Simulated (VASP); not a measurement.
Band structure of Tc (relaxed from the bcc structure, space group Im-3m). Computed with PBEsol GGA, VASP's PBE PAW potentials (set 64) (plane waves; VASP).

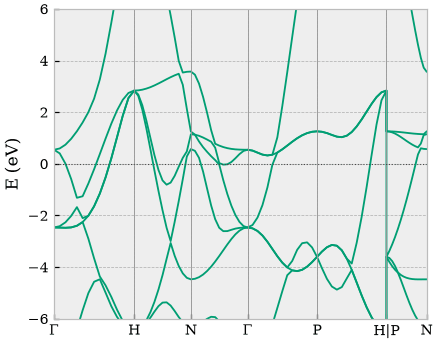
Figure. Bands along high-symmetry lines, zero at the valence-band maximum or, without a gap, the Fermi level

Problem. Read the plot: is there a gap, and where are the band edges?

Solution. It has no gap at this level: it comes out as a metal or semimetal. (Edges off the drawn lines would not show.)

The structure was generated: Tc was put into the bcc type (Im-3m), which need not be its known phase. It was relaxed first.
